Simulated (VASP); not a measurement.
Band structure of K4BrCl3 (ordered alloy cell). All values below come from PBEsol GGA, VASP's PBE PAW potentials (set 64) (plane waves; VASP).

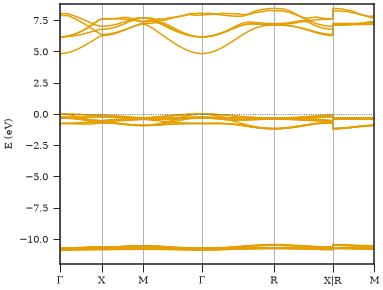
Figure: Bands along high-symmetry lines, zero at the valence-band maximum or, without a gap, the Fermi level

Q: Read the plot: is there a gap, and where are the band edges?

A: The gap is direct, 4.83 eV, from the valence maximum at Γ to the conduction minimum at Γ. (Edges off the drawn lines would not show.)

The structure was generated: K4BrCl3 was put into an ordered model structure (Pm-3m), which need not be its known phase. It was relaxed first.
